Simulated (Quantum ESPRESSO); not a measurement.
## Al (Fm-3m): a volume series of phonon spectra

Which modes of Al drive its thermal expansion?

What experiment has found for this phase:
- volume expansion coefficient 69 1e-6/K and heat capacity C_P per formula unit 24.2 J/mol/K near room temperature (given in “High-Throughput Prediction of Finite-Temperature Properties using the Quasi-Harmonic Approximation”, 2016, arXiv:1603.06924)

Method: DFT PBEsol, scalar-relativistic, plane waves, GBRV ultrasoft pseudopotentials, in Quantum ESPRESSO 7.5.

## (1) The structure

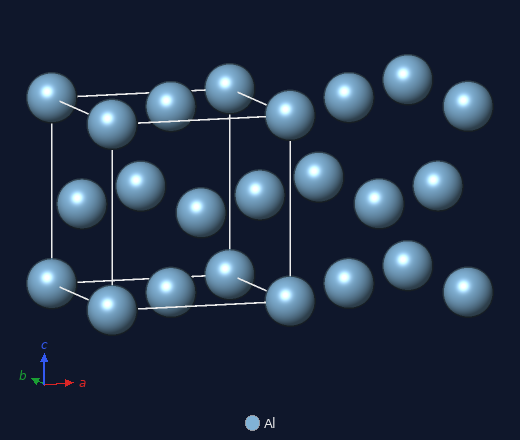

Start, viewed slightly off an axis; aluminium light blue. 2×1×1 cells are drawn. This picture shows the conventional cell, with its axes. Some periodic images of atoms are drawn too.

## (2) Probe on a coarse mesh

Before spending time, one coarse run tells the gap and the pressure of the starting cell.

Input file probe.in:

```
&CONTROL
  calculation = 'scf'
  prefix      = 'x'
  outdir      = './tmp'
  pseudo_dir  = './pseudo'
  tprnfor     = .true.
  tstress     = .true.
  verbosity   = 'high'
/
&SYSTEM
  ibrav       = 0
  nat         = 1
  ntyp        = 1
  ecutwfc     = 30.0
  ecutrho     = 180.0
  occupations = 'smearing'
  smearing    = 'gaussian'
  degauss     = 0.01
/
&ELECTRONS
  conv_thr         = 1.0d-07
  mixing_beta      = 0.7
  electron_maxstep = 100
/
ATOMIC_SPECIES
 Al     26.9815  Al.upf
CELL_PARAMETERS angstrom
     0.000000000    2.024805000    2.024805000
     2.024805000    0.000000000    2.024805000
     2.024805000    2.024805000    0.000000000
ATOMIC_POSITIONS crystal
 Al     0.000000000   0.000000000   0.000000000
K_POINTS automatic
 8 8 8 0 0 0
```

On the command line:

```sh
OMP_NUM_THREADS=1 mpirun -n 4 pw.x -nk 4 -in probe.in > probe.out
```

Log:

```text
Program PWSCF v.7.5

     This program is part of the open-source Quantum ESPRESSO suite
     for quantum simulation of materials; please cite
         "P. Giannozzi et al., J. Phys.:Condens. Matter 21 395502 (2009);
         "P. Giannozzi et al., J. Phys.:Condens. Matter 29 465901 (2017);
         "P. Giannozzi et al., J. Chem. Phys. 152 154105 (2020);
     in publications or presentations arising from this work. More details at

     Message from routine setup:
     using ibrav=0 with symmetry is DISCOURAGED, use correct ibrav instead

     G-vector sticks info
     --------------------
     sticks:   dense  smooth     PW     G-vecs:    dense   smooth      PW
     Sum         367     241     85                 4621     2445     531

     Using Slab Decomposition

     bravais-lattice index     =            0
     lattice parameter (alat)  =       5.4112  a.u.
     unit-cell volume          =     112.0408 (a.u.)^3
     number of atoms/cell      =            1
     number of atomic types    =            1
     number of electrons       =         3.00
     number of Kohn-Sham states=            6
     kinetic-energy cutoff     =      30.0000  Ry
     charge density cutoff     =     180.0000  Ry
     scf convergence threshold =      1.0E-07
     mixing beta               =       0.7000
     number of iterations used =            8  plain     mixing
     Exchange-correlation= SLA  PW   PSX  PSC
                           (   1   4  10   8   0   0   0)

     celldm(1)=   5.411243  celldm(2)=   0.000000  celldm(3)=   0.000000
     celldm(4)=   0.000000  celldm(5)=   0.000000  celldm(6)=   0.000000

     crystal axes: (cart. coord. in units of alat)
               a(1) = (   0.000000   0.707107   0.707107 )
               a(2) = (   0.707107   0.000000   0.707107 )
               a(3) = (   0.707107   0.707107   0.000000 )

     reciprocal axes: (cart. coord. in units 2 pi/alat)
               b(1) = ( -0.707107  0.707107  0.707107 )
               b(2) = (  0.707107 -0.707107  0.707107 )
               b(3) = (  0.707107  0.707107 -0.707107 )

     PseudoPot. # 1 for Al read from file:
     ./pseudo/Al.upf
     Pseudo is Ultrasoft + core correction, Zval =  3.0
     Using radial grid of  893 points,  3 beta functions with:
                l(1) =   0
                l(2) =   1
                l(3) =   2
     Q(r) pseudized with  8 coefficients,  rinner =    0.900   0.900   0.900
                                                       0.900   0.900

     atomic species   valence    mass     pseudopotential
     Al                3.00    26.98150     Al( 1.00)

     48 Sym. Ops., with inversion, found

                                    s                        frac. trans.

      isym =  1     identity

 cryst.   s( 1) = (     1          0          0      )
                  (     0          1          0      )
                  (     0          0          1      )

 cart.    s( 1) = (  1.0000000 -0.0000000  0.0000000 )
                  ( -0.0000000  1.0000000  0.0000000 )
                  ( -0.0000000  0.0000000  1.0000000 )

      isym =  2     180 deg rotation - cart. axis [0,0,1]

 cryst.   s( 2) = (     0          1         -1      )
                  (     1          0         -1      )
                  (     0          0         -1      )

 cart.    s( 2) = ( -1.0000000  0.0000000  0.0000000 )
                  (  0.0000000 -1.0000000  0.0000000 )
                  (  0.0000000 -0.0000000  1.0000000 )

      isym =  3     180 deg rotation - cart. axis [0,1,0]

 cryst.   s( 3) = (     0         -1          1      )
                  (     0         -1          0      )
                  (     1         -1          0      )

 cart.    s( 3) = ( -1.0000000 -0.0000000 -0.0000000 )
                  (  0.0000000  1.0000000 -0.0000000 )
                  (  0.0000000  0.0000000 -1.0000000 )

      isym =  4     180 deg rotation - cart. axis [1,0,0]

 cryst.   s( 4) = (    -1          0          0      )
                  (    -1          0          1      )
                  (    -1          1          0      )

 cart.    s( 4) = (  1.0000000  0.0000000 -0.0000000 )
                  ( -0.0000000 -1.0000000 -0.0000000 )
                  ( -0.0000000 -0.0000000 -1.0000000 )

      isym =  5     180 deg rotation - cart. axis [1,1,0]

 cryst.   s( 5) = (    -1          0          1      )
[...]
cart.    s( 5) = ( -0.0000000  1.0000000 -0.0000000 )
[...]
isym =  6     180 deg rotation - cart. axis [1,-1,0]

 cryst.   s( 6) = (     0         -1          0      )
[...]
cart.    s( 6) = (  0.0000000 -1.0000000 -0.0000000 )
[...]
isym =  7      90 deg rotation - cart. axis [0,0,-1]

 cryst.   s( 7) = (     0          1          0      )
[...]
cart.    s( 7) = (  0.0000000  1.0000000  0.0000000 )
[...]
isym =  8      90 deg rotation - cart. axis [0,0,1]

 cryst.   s( 8) = (     1          0         -1      )
[...]
cart.    s( 8) = ( -0.0000000 -1.0000000  0.0000000 )
[...]
isym =  9     180 deg rotation - cart. axis [1,0,1]

 cryst.   s( 9) = (    -1          1          0      )
[...]
cart.    s( 9) = (  0.0000000  0.0000000  1.0000000 )
[...]
isym = 10     180 deg rotation - cart. axis [-1,0,1]

 cryst.   s(10) = (     0          0         -1      )
[...]
cart.    s(10) = ( -0.0000000  0.0000000 -1.0000000 )
[...]
isym = 11      90 deg rotation - cart. axis [0,1,0]

 cryst.   s(11) = (     0          0          1      )
[...]
cart.    s(11) = ( -0.0000000 -0.0000000  1.0000000 )
[...]
isym = 12      90 deg rotation - cart. axis [0,-1,0]

 cryst.   s(12) = (     1         -1          0      )
[...]
cart.    s(12) = (  0.0000000 -0.0000000 -1.0000000 )
[...]
isym = 13     180 deg rotation - cart. axis [0,1,1]

 cryst.   s(13) = (     1          0          0      )
[...]
cart.    s(13) = ( -1.0000000  0.0000000 -0.0000000 )
[...]
isym = 14     180 deg rotation - cart. axis [0,1,-1]

 cryst.   s(14) = (    -1          0          0      )
[...]
cart.    s(14) = ( -1.0000000 -0.0000000  0.0000000 )
[...]
isym = 15      90 deg rotation - cart. axis [-1,0,0]

 cryst.   s(15) = (     0         -1          1      )
[...]
k = 0.2652 0.2652-0.2652 (   308 PWs)   bands (ev):

     0.4296   6.9177  18.4804  18.4804  20.4137  20.4137

     occupation numbers
     1.0000   1.0000   0.0000   0.0000   0.0000   0.0000

          k =-0.3536-0.3536 0.3536 (   302 PWs)   bands (ev):

     3.1860   3.4188  18.9864  18.9864  19.2064  19.2065

     occupation numbers
     1.0000   1.0000   0.0000   0.0000   0.0000   0.0000

          k = 0.1768 0.0000 0.0000 (   307 PWs)   bands (ev):

    -2.7728  17.6004  17.6004  17.9289  20.4444  22.3052

     occupation numbers
     1.0000   0.0000   0.0000   0.0000   0.0000   0.0000

          k = 0.2652 0.0884-0.0884 (   308 PWs)   bands (ev):

    -1.7915  13.0592  16.5423  18.0683  19.2546  21.7142

     occupation numbers
     1.0000   0.0000   0.0000   0.0000   0.0000   0.0000

          k = 0.3536 0.1768-0.1768 (   317 PWs)   bands (ev):

     0.0151   8.6136  16.1952  16.9293  17.8760  23.8283

     occupation numbers
     1.0000   0.0000   0.0000   0.0000   0.0000   0.0000

          k =-0.2652-0.4419 0.4419 (   312 PWs)   bands (ev):

[...]
occupation numbers
[...]
k =-0.1768-0.3536 0.3536 (   308 PWs)   bands (ev):

[...]
occupation numbers
[...]
k =-0.0884-0.2652 0.2652 (   309 PWs)   bands (ev):

[...]
occupation numbers
[...]
k = 0.0000-0.1768 0.1768 (   317 PWs)   bands (ev):

[...]
occupation numbers
[...]
k = 0.3536 0.0000 0.0000 (   311 PWs)   bands (ev):

[...]
occupation numbers
[...]
k = 0.4419 0.0884-0.0884 (   316 PWs)   bands (ev):

[...]
occupation numbers
[...]
k =-0.1768-0.5303 0.5303 (   311 PWs)   bands (ev):

[...]
occupation numbers
[...]
k =-0.0884-0.4419 0.4419 (   307 PWs)   bands (ev):

[...]
occupation numbers
[...]
k = 0.0000-0.3536 0.3536 (   315 PWs)   bands (ev):

[...]
k = 0.5303-0.0000 0.0000 (   322 PWs)   bands (ev):

[...]
k =-0.0884-0.6187 0.6187 (   314 PWs)   bands (ev):

[...]
k = 0.0000-0.5303 0.5303 (   308 PWs)   bands (ev):

[...]
k =-0.7071 0.0000 0.0000 (   302 PWs)   bands (ev):

[...]
k = 0.3536 0.1768 0.0000 (   311 PWs)   bands (ev):

[...]
occupation numbers
[...]
k =-0.2652-0.4419 0.6187 (   313 PWs)   bands (ev):

[...]
occupation numbers
[...]
k =-0.1768-0.3536 0.5303 (   308 PWs)   bands (ev):

[...]
occupation numbers
[...]
k =-0.1768-0.5303 0.7071 (   309 PWs)   bands (ev):

[...]
occupation numbers
[...]
k =-0.0884-0.4419 0.6187 (   308 PWs)   bands (ev):

[...]
occupation numbers
[...]
k = 0.0000-0.3536 0.5303 (   311 PWs)   bands (ev):

[...]
occupation numbers
     1.0000   0.9998   0.0000   0.0000   0.0000   0.0000

          k =-0.7071 0.1768-0.0000 (   308 PWs)   bands (ev):

     5.3782   6.7235   9.5536  11.0017  17.8591  19.7772

     occupation numbers
     1.0000   1.0000   0.0000   0.0000   0.0000   0.0000

          k =-0.7071 0.3536 0.0000 (   308 PWs)   bands (ev):

     6.9454   6.9454   7.9659   8.8193  23.4704  23.8195

     occupation numbers
     1.0000   1.0000   0.0576   0.0000   0.0000   0.0000

     the Fermi energy is     7.8143 ev

!    total energy              =      -6.66385481 Ry
     estimated scf accuracy    <          7.4E-09 Ry
     smearing contrib. (-TS)   =      -0.00031316 Ry
     internal energy E=F+TS    =      -6.66354164 Ry

     The total energy is F=E-TS. E is the sum of the following terms:
     one-electron contribution =       2.96875295 Ry
     hartree contribution      =       0.00858931 Ry
     xc contribution           =      -4.24879900 Ry
     ewald contribution        =      -5.39208491 Ry

     convergence has been achieved in   4 iterations

     Forces acting on atoms (cartesian axes, Ry/au):

     atom    1 type  1   force =     0.00000000    0.00000000    0.00000000
     The non-local contrib.  to forces
     atom    1 type  1   force =     0.00000000    0.00000000   -0.00000000
     The ionic contribution  to forces
     atom    1 type  1   force =    -0.00000000   -0.00000000   -0.00000000
     The local contribution  to forces
     atom    1 type  1   force =     0.00000000    0.00000000   -0.00000000
     The core correction contribution to forces
     atom    1 type  1   force =     0.00000000   -0.00000000   -0.00000000
     The Hubbard contrib.    to forces
     atom    1 type  1   force =     0.00000000    0.00000000    0.00000000
     The SCF correction term to forces
     atom    1 type  1   force =     0.00000000    0.00000000    0.00000000

     Total force =     0.000000     Total SCF correction =     0.000000

     Computing stress (Cartesian axis) and pressure

          total   stress  (Ry/bohr**3)                   (kbar)     P=      -20.21
  -0.00013740  -0.00000000  -0.00000000          -20.21       -0.00       -0.00
  -0.00000000  -0.00013740  -0.00000000           -0.00      -20.21       -0.00
  -0.00000000  -0.00000000  -0.00013740           -0.00       -0.00      -20.21

     kinetic stress (kbar)   1525.71      0.00      0.00
                                0.00   1525.71      0.00
                                0.00      0.00   1525.71

     local   stress (kbar)    362.70     -0.00      0.00
                               -0.00    362.70     -0.00
                                0.00     -0.00    362.70

     nonloc. stress (kbar)   1262.85      0.00      0.00
                                0.00   1262.85      0.00
                                0.00      0.00   1262.85

     hartree stress (kbar)      3.76      0.00      0.00
                                0.00      3.76      0.00
                                0.00      0.00      3.76

     exc-cor stress (kbar)   2594.14      0.00     -0.00
                                0.00   2594.14     -0.00
                               -0.00     -0.00   2594.14

     corecor stress (kbar)  -3409.51     -0.00     -0.00
                               -0.00  -3409.51     -0.00
                               -0.00     -0.00  -3409.51

     ewald   stress (kbar)  -2359.86      0.00      0.00
                                0.00  -2359.86      0.00
                                0.00      0.00  -2359.86

     hubbard stress (kbar)      0.00      0.00      0.00
                                0.00      0.00      0.00
                                0.00      0.00      0.00

     DFT-D   stress (kbar)      0.00      0.00      0.00
[...]
XDM     stress (kbar)      0.00      0.00      0.00
[...]
dft-nl  stress (kbar)      0.00      0.00      0.00
                                0.00      0.00      0.00
                                0.00      0.00      0.00

     TS-vdW  stress (kbar)      0.00      0.00      0.00
                                0.00      0.00      0.00
                                0.00      0.00      0.00

     MDB     stress (kbar)      0.00      0.00      0.00
                                0.00      0.00      0.00
                                0.00      0.00      0.00

     3D-RISM stress (kbar)      0.00      0.00      0.00
                                0.00      0.00      0.00
                                0.00      0.00      0.00

     Writing all to output data dir ./tmp/x.save/ :
     XML data file, charge density, pseudopotentials, collected wavefunctions

   JOB DONE.
```

Run time: 1.5 s. Hardware: 4 MPI ranks of Intel Xeon 6975P-C (Granite Rapids), shared host.

This step gave:

| Property | Result |
| --- | --- |
| volume per atom | 16.60 Å³ |
| pressure | -2.021 GPa |
| gap on the k-mesh | 0 eV |

The start is under -2.0 GPa at this level and looks like a metal on this mesh.

(Continued in part 2 of 6.)

[Logs are printed without paths, hosts, clocks, repeated set-up lines and the standing remarks that a program may print on its own settings, such as how far it seeks lower states.]

[Hosts, paths, dates, database ids (printed as entryN), source tags and the programs' standing remarks are cut or masked in the printed files.]

[A step with changed settings may run another functional than the one named; its input shows which.]

[Of the runs on displaced cells, only some may be shown.]
